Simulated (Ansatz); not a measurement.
## Ga13Sb14H34 (charge +1): geometry relaxation (part 2 of 2)

Ga13Sb14H34 (Ga13Sb14 wurtzite other sphere), charge +1; RKS PBE-D4/def2-SVP (Ansatz 0.2.0). 

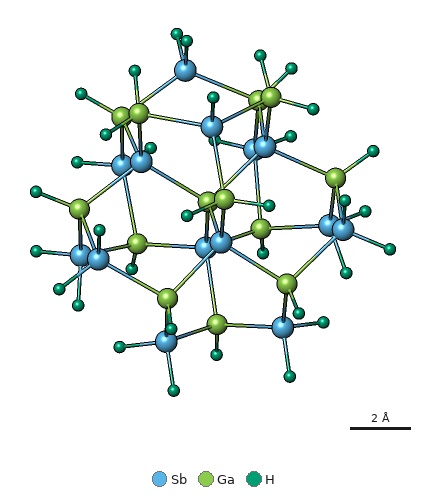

Fig. 1: The geometry at step 5 of the log (ball-and-stick view, seen at a tilt).

## What the program printed, continued
```
relax step   3: F+E_penalty+E_count = -772815.48880111 eV  Δ(F+E_penalty+E_count) = -3.644e-1 eV  max|allowed force component| = 2.061e-1 eV/Å  Δτ_max = 0.1335 Å  (22 SCF iters, accepted)
these checks for a lower state are left out or cut short: stability, starts, cluster_reference, orbital_swaps, neighbouring_geometries, increment
7122 factors; integrals over basis functions are off by at most 3.4e-1 eV
mean field -772809.29669638 eV, -28400.2178246366 hartree, gradient 4.6e-6 eV, S^2 0.000000; 0 other end points of the search recorded, 0 dependent functions left out
the calculation of the forces begins
reference -772809.29682534 eV, -28400.2178293757 hartree; 379, 379 occupied and 571, 571 virtual orbitals, 7122 factors
relax step   4: F+E_penalty+E_count = -772815.56197124 eV  Δ(F+E_penalty+E_count) = -7.317e-2 eV  max|allowed force component| = 2.243e-1 eV/Å  Δτ_max = 0.2000 Å  (21 SCF iters, accepted)
these checks for a lower state are left out or cut short: stability, starts, cluster_reference, orbital_swaps, neighbouring_geometries, increment
7122 factors; integrals over basis functions are off by at most 3.4e-1 eV
mean field -772809.37132343 eV, -28400.2205671303 hartree, gradient 2.1e-6 eV, S^2 0.000000; 0 other end points of the search recorded, 0 dependent functions left out
the calculation of the forces begins
reference -772809.37145250 eV, -28400.2205718732 hartree; 379, 379 occupied and 571, 571 virtual orbitals, 7122 factors
relax step   5: F+E_penalty+E_count = -772815.60967536 eV  Δ(F+E_penalty+E_count) = -4.770e-2 eV  max|allowed force component| = 6.205e-2 eV/Å  Δτ_max = 0.0571 Å  (21 SCF iters, accepted)
these checks for a lower state are left out or cut short: stability, starts, cluster_reference, orbital_swaps, neighbouring_geometries, increment
7122 factors; integrals over basis functions are off by at most 3.4e-1 eV
mean field -772809.37933061 eV, -28400.2208613886 hartree, gradient 1.2e-6 eV, S^2 0.000000; 0 other end points of the search recorded, 0 dependent functions left out
the calculation of the forces begins
reference -772809.37945991 eV, -28400.2208661401 hartree; 379, 379 occupied and 571, 571 virtual orbitals, 7122 factors
relax step   6: F+E_penalty+E_count = -772815.61317805 eV  Δ(F+E_penalty+E_count) = -3.503e-3 eV  max|allowed force component| = 3.825e-2 eV/Å  Δτ_max = 0.0272 Å  (23 SCF iters, accepted)
these checks for a lower state are left out or cut short: stability, starts, cluster_reference, orbital_swaps, neighbouring_geometries, increment
7122 factors; integrals over basis functions are off by at most 3.4e-1 eV
mean field evaluation 64: about -772809.3642 eV, gradient 1.5e0 eV
mean field -772809.38184097 eV, -28400.2209536425 hartree, gradient 1.3e-6 eV, S^2 0.000000; 0 other end points of the search recorded, 0 dependent functions left out
the calculation of the forces begins
reference -772809.38197025 eV, -28400.2209583937 hartree; 379, 379 occupied and 571, 571 virtual orbitals, 7122 factors
relax step   7: F+E_penalty+E_count = -772815.61541487 eV  Δ(F+E_penalty+E_count) = -2.237e-3 eV  max|allowed force component| = 1.327e-2 eV/Å  Δτ_max = 0.0368 Å  (22 SCF iters, accepted)
Total energy: -772815.61554415 eV, -28400.4500380092 hartree
Atom 0 at    -1.983182    -3.755640    -2.247558 Å, force    -0.000913    -0.001112    -0.002639 eV/Å
Atom 1 at    -2.039575    -3.874559     0.473499 Å, force     0.002748    -0.005054     0.000452 eV/Å
Atom 2 at    -4.177064    -2.405487     1.144391 Å, force     0.001485    -0.000298     0.000720 eV/Å
Atom 3 at    -4.244732     0.164016    -2.251734 Å, force    -0.000755    -0.000781    -0.003217 eV/Å
Atom 4 at    -4.375436     0.179198     0.469168 Å, force    -0.003359     0.002568     0.000640 eV/Å
Atom 5 at     1.985363    -3.755970    -2.244828 Å, force     0.001145    -0.000789    -0.003371 eV/Å
Atom 6 at     0.002152    -2.435849    -3.498214 Å, force    -0.000209     0.009611    -0.001679 eV/Å
Atom 7 at     2.035514    -3.875250     0.476517 Å, force    -0.002107    -0.005119    -0.000405 eV/Å
Atom 8 at    -0.002334    -2.438078     1.322650 Å, force     0.001074     0.004821     0.003393 eV/Å
Atom 9 at     0.008613    -2.599046     4.077470 Å, force     0.000580    -0.001972    -0.001831 eV/Å
Atom 10 at     0.000659    -0.002743    -2.431933 Å, force    -0.000042     0.000457    -0.013267 eV/Å
Atom 11 at    -2.103983     1.215961    -3.500125 Å, force     0.007910    -0.003774    -0.001560 eV/Å
Atom 12 at    -0.000245    -0.002701     0.250426 Å, force    -0.000044     0.000824     0.001954 eV/Å
Atom 13 at    -2.109762     1.216497     1.320510 Å, force     0.003578    -0.000551     0.000695 eV/Å
Atom 14 at    -0.000502     0.000306     4.665641 Å, force     0.000020     0.000333    -0.000592 eV/Å
Atom 15 at    -2.254822     1.293751     4.074699 Å, force    -0.000126     0.000935    -0.000713 eV/Å
Atom 16 at    -2.260129     3.594221    -2.247071 Å, force    -0.000816    -0.000046    -0.002523 eV/Å
Atom 17 at    -2.337849     3.699532     0.474260 Å, force    -0.004743     0.001160    -0.000114 eV/Å
Atom 18 at     4.173769    -2.408010     1.148948 Å, force    -0.001922     0.000793     0.001003 eV/Å
Atom 19 at     4.245144     0.161933    -2.247952 Å, force     0.000708    -0.000599    -0.003135 eV/Å
Atom 20 at     2.106495     1.214760    -3.499259 Å, force    -0.007359    -0.004941    -0.001002 eV/Å
Atom 21 at     4.374100     0.176418     0.473188 Å, force     0.003707     0.002487     0.000594 eV/Å
Atom 22 at     2.108734     1.216260     1.322105 Å, force    -0.003742    -0.000898     0.000513 eV/Å
Atom 23 at     2.249988     1.300738     4.076504 Å, force     0.000800     0.000205    -0.001271 eV/Å
Atom 24 at     2.259634     3.593388    -2.247288 Å, force     0.000226     0.000391    -0.002715 eV/Å
Atom 25 at     2.337745     3.698473     0.473833 Å, force     0.005098     0.001352     0.000373 eV/Å
Atom 26 at     0.000204     4.819133     1.148818 Å, force     0.000146    -0.001522     0.002367 eV/Å
Atom 27 at    -1.948816    -5.357432    -2.859375 Å, force     0.003120    -0.004706     0.005261 eV/Å
Atom 28 at    -3.472771    -3.309879    -2.972656 Å, force    -0.000628     0.002786    -0.001544 eV/Å
Atom 29 at    -2.181319    -5.392400     0.871331 Å, force     0.000473     0.000466     0.001819 eV/Å
Atom 30 at    -5.644910    -3.253881     0.886878 Å, force    -0.002138    -0.000965     0.002597 eV/Å
Atom 31 at    -4.190182    -2.410810     2.854545 Å, force    -0.000297    -0.000265    -0.000234 eV/Å
Atom 32 at    -4.614461    -1.346138    -2.977009 Å, force     0.003283    -0.002252    -0.001250 eV/Å
Atom 33 at    -5.609050     1.004100    -2.863166 Å, force    -0.003400     0.006349     0.005566 eV/Å
Atom 34 at    -5.758153     0.821446     0.866388 Å, force     0.000141    -0.000994     0.001963 eV/Å
Atom 35 at     1.950445    -5.357343    -2.857581 Å, force    -0.003340    -0.005434     0.005190 eV/Å
Atom 36 at     3.476225    -3.311203    -2.968113 Å, force    -0.000268     0.002792    -0.001022 eV/Å
Atom 37 at     0.003016    -2.577132    -5.065421 Å, force    -0.000214     0.006962    -0.004667 eV/Å
Atom 38 at     2.176544    -5.393232     0.874188 Å, force    -0.000764     0.000500     0.001599 eV/Å
Atom 39 at    -1.387593    -3.283492     4.364350 Å, force    -0.001841    -0.001448     0.000231 eV/Å
Atom 40 at     1.415672    -3.267835     4.349872 Å, force     0.001132    -0.001239     0.000594 eV/Å
Atom 41 at    -2.223313     1.288094    -5.067534 Å, force     0.005597    -0.003515    -0.004358 eV/Å
Atom 42 at    -0.001581     0.000943     6.386120 Å, force     0.000120    -0.000044    -0.001116 eV/Å
Atom 43 at    -3.538719     0.413283     4.352236 Å, force    -0.002593    -0.001116     0.000131 eV/Å
Atom 44 at    -2.145605     2.845877     4.356772 Å, force    -0.000384     0.002028     0.000520 eV/Å
Atom 45 at    -3.670950     4.355579    -2.856280 Å, force    -0.006137     0.000092     0.005312 eV/Å
Atom 46 at    -1.138260     4.669964    -2.973340 Å, force     0.003081    -0.000951    -0.001918 eV/Å
Atom 47 at    -3.584728     4.576898     0.871388 Å, force     0.000514     0.000490     0.001536 eV/Å
Atom 48 at     5.640637    -3.257270     0.888680 Å, force     0.001850    -0.000702     0.003444 eV/Å
Atom 49 at     4.188577    -2.414098     2.859064 Å, force     0.000179    -0.000586    -0.000675 eV/Å
Atom 50 at     4.615429    -1.347794    -2.973825 Å, force    -0.003029    -0.002195    -0.001235 eV/Å
Atom 51 at     5.610443     1.002011    -2.857199 Å, force     0.003473     0.006411     0.005374 eV/Å
Atom 52 at     2.227141     1.285226    -5.066624 Å, force    -0.005496    -0.003204    -0.004412 eV/Å
Atom 53 at     5.757160     0.818023     0.870421 Å, force    -0.000504    -0.001152     0.002119 eV/Å
Atom 54 at     3.536606     0.425263     4.357354 Å, force     0.002061    -0.000440     0.000450 eV/Å
Atom 55 at     2.135651     2.853288     4.354252 Å, force     0.000201     0.002573     0.000404 eV/Å
Atom 56 at     1.131635     4.664165    -2.971350 Å, force    -0.002661    -0.000640    -0.001882 eV/Å
Atom 57 at     3.666150     4.360922    -2.858654 Å, force     0.005735     0.000045     0.004978 eV/Å
Atom 58 at     3.584806     4.575678     0.870751 Å, force    -0.000304     0.000413     0.001631 eV/Å
Atom 59 at     0.000393     4.834173     2.859020 Å, force    -0.000046    -0.000382    -0.001527 eV/Å
Atom 60 at     0.000479     6.514356     0.890153 Å, force    -0.000007     0.001843     0.002448 eV/Å
Dipole moment:    -0.001323     0.000525    -1.934259 e Å
Checks for a lower state left out: stability, starts, cluster_reference, orbital_swaps, neighbouring_geometries, increment
```

## Results in brief

| quantity | value |
| --- | --- |
| outcome | converged |
| total energy | −772815.6155 eV |
| mean-field energy | −772809.3820 eV |
| dispersion energy | −6.2336 eV |
| HOMO | −7.70 eV |
| LUMO | −5.40 eV |
| largest force (length of the vector) at the end | 0.013 eV/Å |
| hardware | 10 CPU threads, shared host |
| wall time | 44 s (CPU time 3.1 min) |
| peak memory | 2 GiB |
